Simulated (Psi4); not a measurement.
## Run report: AlNH₃S, property calculation (part 2 of 2)

AlNH₃S, multiplicity 2, SMILES [NH2][Al][SH]; CAM-LDA0/6-311+G**, UKS, DKH2 (Psi4 1.11). The geometry comes from this level: PBE0-D4/def2-TZVP (4 decimals).

Geometry of the input (Å):
```
N  -0.9095  0.1967  -0.9771
Al 0.1429  -0.7938  0.0454
S  1.3721  0.3082  1.5118
H  -0.9807  1.2019  -0.9333
H  -1.5233  -0.1684  -1.6867
H  1.9407  -0.8086  1.9937
```

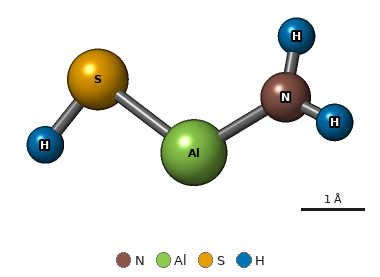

Figure 1. The input geometry (ball-and-stick view, seen at a tilt). Sticks mark near contacts.

The program's output, continued
```
    Nuclear Repulsion Energy =            122.1536830066823569
    One-Electron Energy =               -1208.9554366000636492
    Two-Electron Energy =                 426.2721445216878919
    DFT Exchange-Correlation Energy =     -36.3651416046872384
    Empirical Dispersion Energy =           0.0000000000000000
    VV10 Nonlocal Energy =                  0.0000000000000000
    Total Energy =                       -696.8947506763806814

  UHF NO Occupations:
  HONO-2 :   18  A 1.9996553
  HONO-1 :   19  A 1.9995082
  HONO-0 :   20  A 1.0000000
  LUNO+0 :   21  A 0.0004918
  LUNO+1 :   22  A 0.0003447
  LUNO+2 :   23  A 0.0000311
  LUNO+3 :   24  A 0.0000152

Computation Completed

Properties will be evaluated at   0.000000,   0.000000,   0.000000 [a0]

Properties computed using the SCF density matrix

 Multipole Moments:

 ------------------------------------------------------------------------------------
     Multipole            Electronic (a.u.)      Nuclear  (a.u.)        Total (a.u.)
 ------------------------------------------------------------------------------------

 L = 1.  Multiply by 2.5417464519 to convert [e a0] to [Debye]
 Dipole X            :        -32.2668038           31.9014116           -0.3653922
 Dipole Y            :          6.6997760           -7.1552590           -0.4554830
 Dipole Z            :        -33.1680980           32.7168284           -0.4512696
 Magnitude           :                                                    0.7379841

 ------------------------------------------------------------------------------------

	total time  =         10 seconds =       0.17 minutes

Properties will be evaluated at   0.000000,   0.000000,   0.000000 [a0]

Properties computed using the CAM-LDA0 density matrix

 Multipole Moments:

 ------------------------------------------------------------------------------------
     Multipole            Electronic (a.u.)      Nuclear  (a.u.)        Total (a.u.)
 ------------------------------------------------------------------------------------

 L = 1.  Multiply by 2.5417464519 to convert [e a0] to [Debye]
 Dipole X            :        -32.2668038           31.9014116           -0.3653922
 Dipole Y            :          6.6997760           -7.1552590           -0.4554830
 Dipole Z            :        -33.1680980           32.7168284           -0.4512696
 Magnitude           :                                                    0.7379841

 L = 2.  Multiply by 1.3450342976 to convert [e a0^2] to [Debye ang]
 Quadrupole XX       :       -179.0290327          154.3659320          -24.6631007
 Quadrupole XY       :         -7.6134097            5.5270695           -2.0863402
 Quadrupole XZ       :       -166.1025739          167.2983529            1.1957790
 Quadrupole YY       :        -66.7247975           43.2417666          -23.4830309
 Quadrupole YZ       :        -13.3455998           11.3964092           -1.9491906
 Quadrupole ZZ       :       -206.9312893          182.0148148          -24.9164745
 Traceless XX        :        -28.1339928           27.8250942           -0.3088986
 Traceless YY        :         84.1702423          -83.2990712            0.8711711
 Traceless ZZ        :        -56.0362495           55.4739770           -0.5622725

 ------------------------------------------------------------------------------------
  Mulliken Charges: (a.u.)
   Center  Symbol    Alpha    Beta     Spin     Total
       1     N     3.89397  3.95675 -0.06278 -0.85072
       2    AL     6.72881  5.77622  0.95258  0.49497
       3     S     8.18664  8.09276  0.09388 -0.27940
       4     H     0.36482  0.35346  0.01135  0.28172
       5     H     0.36821  0.36097  0.00724  0.27083
       6     H     0.45756  0.45983 -0.00228  0.08261

   Total alpha = 20.00000, Total beta = 19.00000, Total charge =  0.00000

  ==> Computing MBIS Charges <==

  Electron Count from Grid (Expected Number): 39.00000 (39.00000)
  Difference:  0.00000

  MBIS Charges: (a.u.)
   Center  Symbol  Z      Pop.       Charge
      1       N    7    8.233994   -1.233994
      2      AL   13   12.304977    0.695023
      3       S   16   16.551428   -0.551428
      4       H    1    0.561796    0.438204
      5       H    1    0.568180    0.431820
      6       H    1    0.779625    0.220375

  MBIS Dipoles: [e a0]
   Center  Symbol  Z        X           Y           Z
      1       N    7    0.022313    0.020645    0.026654
      2      AL   13   -0.119321    0.499470   -0.069295
      3       S   16    0.077273    0.365404    0.127925
      4       H    1    0.002565    0.021327    0.005349
      5       H    1   -0.012387   -0.011802   -0.014855
      6       H    1    0.032331   -0.049216    0.029126

  MBIS Quadrupoles: [e a0^2]
   Center  Symbol  Z      XX        XY        XZ        YY        YZ        ZZ
      1       N    7   -6.0386    0.0817    0.1085   -5.9320    0.1124   -5.9983
      2      AL   13   -7.8574    0.1361   -0.4061   -8.8399   -0.0176   -7.9107
      3       S   16   -11.0970   -0.3489    0.2936   -10.9777   -0.3266   -11.1274
      4       H    1   -0.2514    0.0020    0.0089   -0.2523    0.0031   -0.2494
      5       H    1   -0.2619   -0.0017    0.0037   -0.2484    0.0002   -0.2615
      6       H    1   -0.4608    0.0008   -0.0003   -0.4554    0.0014   -0.4606

  MBIS Octupoles: [e a0^3]
   Center  Symbol  Z      XXX       XXY       XXZ       XYY       XYZ       XZZ       YYY       YYZ       YZZ       ZZZ
      1       N    7    0.2826    0.1519    0.0893    0.0405    0.1429    0.0932   -0.1583    0.0218    0.1559    0.3584
      2      AL   13   -0.1308    0.3936   -0.1526   -0.1224   -0.7344   -0.3965    5.5725    0.2846    0.2728   -0.0853
      3       S   16    0.3791    0.7552    0.3874   -0.1333    0.5423    0.4457    2.8338    0.1408    0.8293    0.7550
      4       H    1    0.0118    0.0041    0.0049    0.0041    0.0012    0.0044    0.0113    0.0051    0.0044    0.0144
      5       H    1   -0.0038   -0.0044   -0.0023   -0.0021    0.0000   -0.0018   -0.0167   -0.0032   -0.0047   -0.0059
      6       H    1    0.0601   -0.0162    0.0201    0.0114    0.0117    0.0234   -0.0463    0.0136   -0.0158    0.0598

  MBIS Radial Moments:
   Center  Symbol  Z      [a0^2]      [a0^3]      [a0^4]
      1       N    7   17.968828   41.951359   117.950361
      2      AL   13   24.608035   84.120643   366.322678
      3       S   16   33.202045   89.515702   293.760699
      4       H    1    0.753026    1.245137    2.469535
      5       H    1    0.771831    1.288544    2.583796
      6       H    1    1.376831    2.597184    5.870158

  MBIS Valence Widths: [a0]
   Center  Symbol  Z     Width
      1       N    7    0.480022
      2      AL   13    0.805814
      3       S   16    0.593392
      4       H    1    0.336503
      5       H    1    0.338409
      6       H    1    0.387384

  MBIS Valence Charges: (a.u.)
   Center  Symbol  Z     Charge
      1       N    7   -6.577463
      2      AL   13   -2.824151
      3       S   16   -7.776334
      4       H    1   -0.561796
      5       H    1   -0.568180
      6       H    1   -0.779625

  Wiberg Bond Indices using Orthogonal Lowdin Orbitals:

  Total Bond Index:
  Irrep: 1 Size: 6 x 6

                 1                   2                   3                   4                   5

    1     0.00000000000000     1.34839614077889     0.10853582322338     1.02976052804452     1.03693315003835
    2     1.34839614077889     0.00000000000000     1.43487395738659     0.06964005790783     0.06702001012470
    3     0.10853582322338     1.43487395738659     0.00000000000000     0.00861727530851     0.00743794910380
    4     1.02976052804452     0.06964005790783     0.00861727530851     0.00000000000000     0.04820988393001
    5     1.03693315003835     0.06702001012470     0.00743794910380     0.04820988393001     0.00000000000000
    6     0.00507492295847     0.07032644330632     1.06524931195036     0.00047319541341     0.00036948551444

                 6

    1     0.00507492295847
    2     0.07032644330632
    3     1.06524931195036
    4     0.00047319541341
    5     0.00036948551444
    6     0.00000000000000

  Alpha Contribution:
  Irrep: 1 Size: 6 x 6

                 1                   2                   3                   4                   5

    1     0.00000000000000     0.72941858874237     0.04871699245918     0.51756446290301     0.51819864493986
    2     0.72941858874237     0.00000000000000     0.74752051615227     0.03665859171139     0.03594735735764
    3     0.04871699245918     0.74752051615227     0.00000000000000     0.00504740938757     0.00387324078647
    4     0.51756446290301     0.03665859171139     0.00504740938757     0.00000000000000     0.02438624892770
    5     0.51819864493986     0.03594735735764     0.00387324078647     0.02438624892770     0.00000000000000
    6     0.00314036353425     0.03620093096464     0.53410678921545     0.00021819105583     0.00020502390880

                 6

    1     0.00314036353425
    2     0.03620093096464
    3     0.53410678921545
    4     0.00021819105583
    5     0.00020502390880
    6     0.00000000000000

  Beta Contribution:
  Irrep: 1 Size: 6 x 6

                 1                   2                   3                   4                   5

    1     0.00000000000000     0.61897755203652     0.05981883076419     0.51219606514151     0.51873450509849
    2     0.61897755203652     0.00000000000000     0.68735344123432     0.03298146619644     0.03107265276706
    3     0.05981883076419     0.68735344123432     0.00000000000000     0.00356986592094     0.00356470831733
    4     0.51219606514151     0.03298146619644     0.00356986592094     0.00000000000000     0.02382363500232
    5     0.51873450509849     0.03107265276706     0.00356470831733     0.02382363500232     0.00000000000000
    6     0.00193455942422     0.03412551234168     0.53114252273491     0.00025500435757     0.00016446160564

                 6

    1     0.00193455942422
    2     0.03412551234168
    3     0.53114252273491
    4     0.00025500435757
    5     0.00016446160564
    6     0.00000000000000

  Atomic Valences:

 #  #
 Irrep: 1
      1:    3.528700565043597
      2:    2.990256609504329
      3:    2.624714316972637
      4:    1.156700940604285
      5:    1.159970478711301
      6:    1.141493359142995

  Natural Orbital Occupations:

  Alpha Occupations:
  HONO-2 :   18  A    1.000
  HONO-1 :   19  A    1.000
  HONO-0 :   20  A    1.000
  LUNO+0 :   21  A    0.000
  LUNO+1 :   22  A    0.000
  LUNO+2 :   23  A    0.000
  LUNO+3 :   24  A    0.000

  Beta Occupations:
  HONO-2 :   17  A    1.000
  HONO-1 :   18  A    1.000
  HONO-0 :   19  A    1.000
  LUNO+0 :   20  A    0.000
  LUNO+1 :   21  A    0.000
  LUNO+2 :   22  A    0.000
  LUNO+3 :   23  A    0.000

  Total Occupations:
  HONO-2 :   17  A    2.000
  HONO-1 :   18  A    2.000
  HONO-0 :   19  A    2.000
  LUNO+0 :   20  A    1.000
  LUNO+1 :   21  A    0.000
  LUNO+2 :   22  A    0.000
  LUNO+3 :   23  A    0.000
```

Standard output
```
total energy -696.89475068 hartree = -18963.47206 eV
```

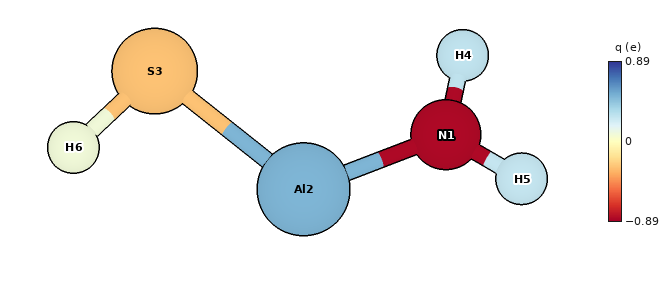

Figure 2. Mulliken charges, as the colour of each atom (ball-and-stick view, seen at an oblique angle; atoms are numbered from 1 in the order of the input). By element: N −0.85, Al +0.49, S −0.28 and H +0.08 to +0.28 e.
